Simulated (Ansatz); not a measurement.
# One shape, several levels: doublet C2Si+

Aim: a comparison of 6 runs (UHF/STO-3G, UCAM-B3LYP/STO-3G, UHSE06/STO-3G, UPBE0/STO-3G, UCCSDTQ/STO-3G, UCCSD/STO-3G) of doublet C2Si+. 

The results are computed with Ansatz 0.2.0.

53 further runs of the same task are left out: 16 that didn't finish, 37 set aside as unsound or not needed.

## (1) The system as given

The species is C2Si+ (3 atoms), meant as a doublet with charge +1. Geometry: relaxed at GFN2-xTB. That shape belongs to the parent species and isn't relaxed for this state.

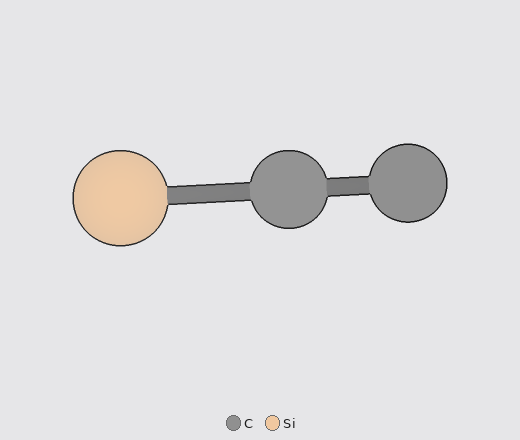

The structure, seen from a chosen angle (carbon grey, silicon light orange).

## (2) A single-point energy at UHF/STO-3G (run 1)

Contents of in.yaml:

```yaml
basis:
  gaussian: {orbitals: STO-3G}
crystal:
  periodic: [false, false, false]
  atoms:
    - symbol: C
      position_ang: [-1.111830, 0.737510, -0.522770]
    - symbol: C
      position_ang: [-0.135170, 0.089220, -0.063600]
    - symbol: Si
      position_ang: [1.247000, -0.826740, 0.586370]
total_charge: 1
magnetization: {spin_polarized: true, initial_magnetization: 1}
hamiltonian: {xc: hf}
accuracy: high
```

The run is started by

```console
$ ansatz run in.yaml --threads 1 --pin off --max-ram 2610MiB --events-out events.jsonl --progress --plain --runs-dir runs
```

The program printed:

```text
Warning: RAYON_NUM_THREADS=1 ignored (pool sized by the plan → 1); use --threads N
Functional definition: HF
  name "HF"
  exchange = exact_x
  correlation = 0
326 factors; integrals over basis functions are off by at most 1.6e-8 eV
mean field evaluation 1: about -9787.4723 eV, gradient 2.2e1 eV
mean field evaluation 2: about -9787.4869 eV, gradient 2.2e1 eV
mean field evaluation 4: about -9794.2441 eV, gradient 6.9e0 eV
mean field evaluation 8: about -9796.2009 eV, gradient 2.6e0 eV
mean field evaluation 16: about -9796.9958 eV, gradient 3.0e-2 eV
mean field evaluation 32: about -9796.9905 eV, gradient 9.0e-2 eV
mean field evaluation 64: about -9785.7116 eV, gradient 6.6e0 eV
mean field evaluation 96: about -9793.9770 eV, gradient 5.3e0 eV
mean field evaluation 128: about -9790.7352 eV, gradient 4.0e0 eV
mean field evaluation 160: about -9790.0539 eV, gradient 8.3e0 eV
mean field evaluation 192: about -9787.4715 eV, gradient 2.2e1 eV
mean field evaluation 224: about -9795.1424 eV, gradient 1.4e0 eV
mean field -9796.99065148 eV, -360.0327658030 hartree, gradient 1.9e-8 eV, S^2 1.531440; 6 other end points of the search recorded, 0 dependent functions left out
reference -9796.99065148 eV, -360.0327658030 hartree; 13, 12 occupied and 6, 7 virtual orbitals, 326 factors
Total energy: -9796.99065148 eV, -360.0327658030 hartree
```

Run time: 0.34 s. Hardware: 1 thread of Arm Neoverse V2, shared host.

## (3) A single-point energy at UCAM-B3LYP/STO-3G (run 2)

Contents of input.yaml:

```yaml
crystal:
  periodic: [false, false, false]
  atoms:
    - symbol: C
      position_ang: [-1.111830, 0.737510, -0.522770]
    - symbol: C
      position_ang: [-0.135170, 0.089220, -0.063600]
    - symbol: Si
      position_ang: [1.247000, -0.826740, 0.586370]
basis:
  gaussian:
    orbitals: STO-3G
total_charge: 1
magnetization:
  spin_polarized: true
  initial_magnetization: 1
hamiltonian:
  xc: {name: CAM-B3LYP}
accuracy: high
```

The run is started by

```console
$ ansatz run input.yaml --threads 1 --pin off --max-ram 2610MiB --events-out events.jsonl --progress --plain --runs-dir runs
```

The program printed:

```text
Warning: RAYON_NUM_THREADS=1 ignored (pool sized by the plan → 1); use --threads N
Functional definition: CAM-B3LYP
  name "CAM-B3LYP"
  parameter alpha = 0.19
  parameter beta = 0.46
  parameter omega = 0.33/bohr
  parameter ac = 0.81
  exchange = (1 - alpha - beta)*b88_x + beta*b88_x_sr(omega) + alpha*exact_x + beta*exact_x_lr(omega)
  correlation = (1 - ac)*vwn5_c + ac*lyp_c
326 factors; integrals over basis functions are off by at most 1.6e-8 eV
139 factors; integrals over basis functions are off by at most 1.2e-9 eV
mean field evaluation 1: about -9807.5853 eV, gradient 2.7e1 eV
mean field evaluation 2: about -9714.5091 eV, gradient 8.1e1 eV
mean field evaluation 4: about -9818.6368 eV, gradient 8.9e0 eV
mean field evaluation 8: about -9819.5019 eV, gradient 4.9e-1 eV
mean field evaluation 16: about -9819.4603 eV, gradient 1.9e-3 eV
mean field -9819.46028614 eV, -360.8585096464 hartree, gradient 9.5e-8 eV, S^2 0.831255; 0 other end points of the search recorded, 0 dependent functions left out
reference -9819.46029768 eV, -360.8585100704 hartree; 13, 12 occupied and 6, 7 virtual orbitals, 326 factors
Total energy: -9819.46029768 eV, -360.8585100704 hartree
```

Run time: 1.7 s. Hardware: 1 thread of Arm Neoverse V2, shared host; peak memory 0.11 GiB.

Runs 3 to 5 aren't shown in full; the table further down has their settings and results.

## (4) The energy at UCCSD/STO-3G (run 6)

Contents of in.yaml:

```yaml
crystal:
  periodic: [false, false, false]
  atoms:
    - {symbol: C, position_ang: [-1.111830, 0.737510, -0.522770]}
    - {symbol: C, position_ang: [-0.135170, 0.089220, -0.063600]}
    - {symbol: Si, position_ang: [1.247000, -0.826740, 0.586370]}
basis:
  gaussian:
    orbitals: STO-3G
total_charge: 1
magnetization:
  spin_polarized: true
  initial_magnetization: 1
correlation:
  method: ccsd
  frozen_orbitals: {C: 1, Si: 5}
accuracy: high
scf:
  omitted_lower_state_checks: [cluster_reference, increment]
```

The run is started by

```console
$ ansatz run in.yaml --threads 1 --pin off --max-ram 2610MiB --events-out events.jsonl --progress --plain --runs-dir runs
```

The program printed:

```text
Warning: RAYON_NUM_THREADS=1 ignored (pool sized by the plan → 1); use --threads N
[... 19 lines left out ...]
7 core orbitals not correlated: weight in the atoms' cores, before any rotation towards them, 1.000 or more for the frozen orbitals, at most 0.000 for the correlated occupied ones
[... 35 lines left out ...]
Total energy: -9801.51432619 eV, -360.1990077824 hartree
Checks for a lower state left out: cluster_reference, increment
```

Run time: 0.77 s. Hardware: 1 thread of Arm Neoverse V2, shared host.

## (5) All runs side by side

```csv
run,level,frozen core orbitals,energy (Eh),⟨S²⟩,wall time
1,UHF/STO-3G,–,-360.032766,1.531,0.34 s
2,UCAM-B3LYP/STO-3G,–,-360.858510,0.831,1.7 s
3,UHSE06/STO-3G,–,-360.719071,0.835,1.8 s
4,UPBE0/STO-3G,–,-360.728805,0.837,1.3 s
5,UCCSDTQ/STO-3G,7,-360.207571,1.531,50 s
6,UCCSD/STO-3G,7,-360.199008,1.531,0.77 s
```

## (6) Results

| quantity | value |
| --- | --- |
| run 6: total energy | -360.19901 Eh |
| run 6: correlation energy (7 core orbitals frozen) | -166.2 mEh |
| run 6: ⟨S²⟩ of the reference determinant | 1.531 |
| run 6: T1 diagnostic | 0.084 |

**Reading.** Below the UHF energy at the same shape and in the same basis (STO-3G): UCCSDTQ -174.8 mEh; UCCSD -166.2 mEh. Totals of different functionals can't be ranked against each other. In runs 1, 2, 3, 4, 5, 6 the basis is minimal, so the values are rough. Spin contamination of the reference: run 1 ⟨S²⟩ = 1.53, run 5 ⟨S²⟩ = 1.53, run 6 ⟨S²⟩ = 1.53. Where it is this large, the reference is a mixture of spin states, and values that rest on it are in doubt. All runs together took 56 s, the longest 50 s.
